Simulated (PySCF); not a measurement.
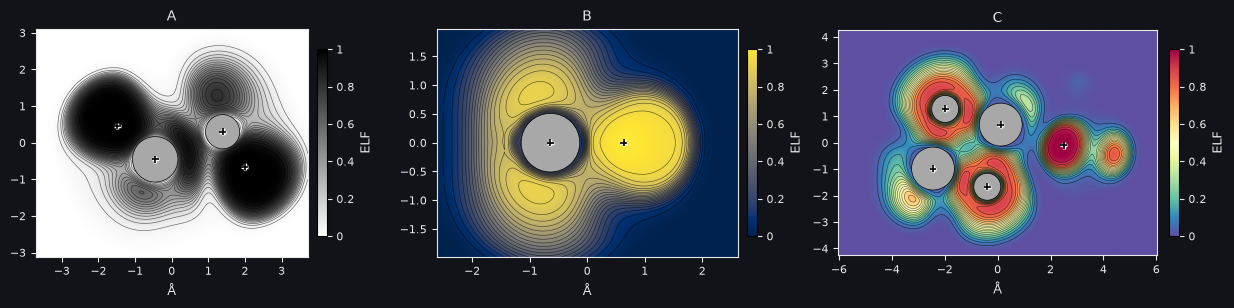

The electron localisation function of 3 systems, each on a plane through atoms (crosses mark nuclei in the plane; grey discs cover the cores).

All numbers below come from PBE0/pcSseg-1, SCF density, gas phase, non-relativistic (PySCF 2.14.0).

System 1: BH$_{6}$P (SMILES [BH3-][PH3+]), the plane of atoms B1, P2 and H8. Geometry: GFN2-xTB, MD frame at 250 fs, 300 K.

```xyz
8

B    -1.0238   -0.4694    0.1828
P     0.8160   -0.2598   -0.5433
H    -0.7930   -0.3116    1.2834
H    -1.5954    0.4817   -0.4329
H    -1.2979   -1.4910   -0.2718
H     1.8597   -1.2171   -0.4015
H     1.1748   -0.1631   -1.8702
H     1.5653    0.7698   -0.0201
```

System 2: HCl, a plane that holds the molecular axis. Geometry: GFN2-xTB.

```xyz
2

Cl    0.6399   -0.0028   -0.0030
H    -0.6372    0.0041   -0.0112
```

System 3: C$_{3}$H$_{10}$Al$_{2}$Cl$_{2}$, the plane of atoms Al4, Cl5 and Al6. Geometry: GFN2-xTB, MD frame at 250 fs, 400 K.

```xyz
17

C    -2.3060    0.9680    0.7248
C    -2.4284   -0.4352    0.1728
C    -1.0215   -0.9739   -0.1787
Al    0.3447    0.2594   -0.7197
Cl    1.4087    1.2886    1.1749
Al    3.1143    0.1103    0.5542
Cl    2.0822   -0.9830   -1.1901
H    -1.8489    0.9310    1.7460
H    -1.6716    1.5399    0.0468
H    -3.2486    1.6210    0.8340
H    -3.0038   -0.4395   -0.8020
H    -3.0030   -1.0550    0.8303
H    -1.1750   -1.8881   -0.7505
H    -0.6822   -1.3926    0.8516
H     0.4507    1.3140   -1.8417
H     3.6229   -0.6209    1.8013
H     4.1630    0.7667   -0.4472
```

**Match each panel to its system.**

Panel A is system 1, BH$_{6}$P: the plane holds B, P and H. B–P (1.99 Å): the ELF peaks at about 0.95 between the atoms (a covalent bond). Panel B is system 2, HCl: the plane holds Cl and H. Cl–H (1.28 Å): the ELF climbs to about 1 towards the hydrogen, as it does in any bond to H. Panel C is system 3, C$_{3}$H$_{10}$Al$_{2}$Cl$_{2}$: the plane holds Al, Cl and H. Al–Cl (2.16 Å): the ELF peaks at about 0.90 in the valence shell of Cl, 0.9 Å from its nucleus, and is about 0.85 at the midpoint.
